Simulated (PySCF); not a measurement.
F$_{4}$Hf, SMILES `F[Hf](F)(F)F`.

Level of theory: PBE/def2-TZVP (PySCF), at a geometry from GFN2-xTB. Core potentials replace the inner electrons of Hf; spin–orbit coupling isn't included. This is a single-reference result, which may miss multireference character in this system. No frequency check shows the geometry to be a minimum. A basis without diffuse functions makes polarisabilities too small. GFN2-xTB bond lengths at metals and heavier atoms can be off by up to 0.1 Å and shapes distorted, which carries into these values.

Coordinates in Å:

```
F1      -1.2411   -0.8197   -1.0513
Hf2      0.0001    0.0001   -0.0004
F3       1.2409    0.8223   -1.0488
F4       0.8222   -1.2407    1.0499
F5      -0.8226    1.2372    1.0534
```

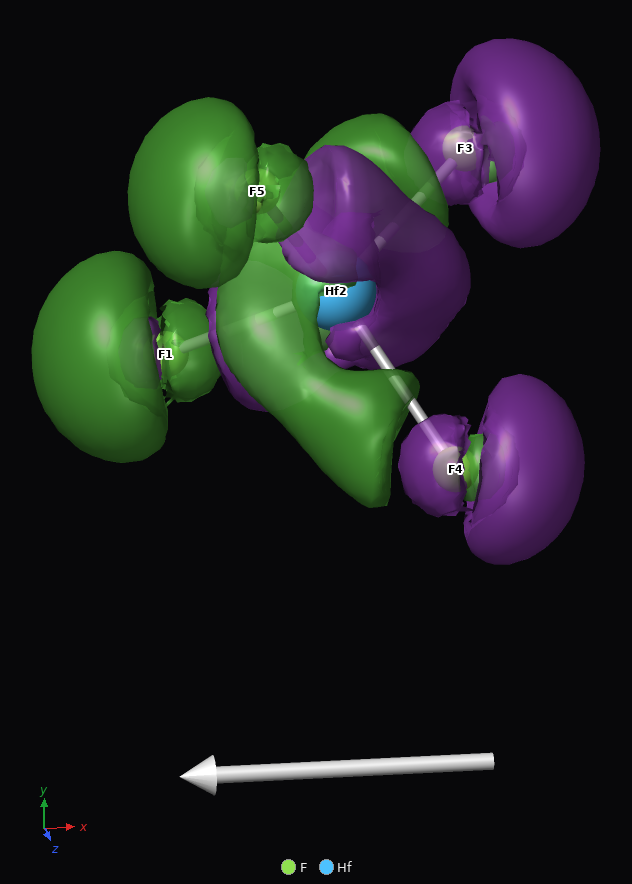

Change of the electron density in a uniform field of 0.21 V/Å along −x (arrow), surfaces at ±0.0015 e/Å³ (purple: gain, green: loss).

The field was applied in both directions; the picture shows the one opposite to the script's first.

Question: What dipole is induced, and what polarisability does it imply?

Answer: The induced dipole is 0.31 D (along the field); α along this axis, from the fields in both directions, is 31 bohr³ (4.6 Å³).

Run time: 33 s on 1 thread of AMD EPYC 7R43 64-Core Processor (Zen 3) (shared host), peak memory 0.55 GiB.
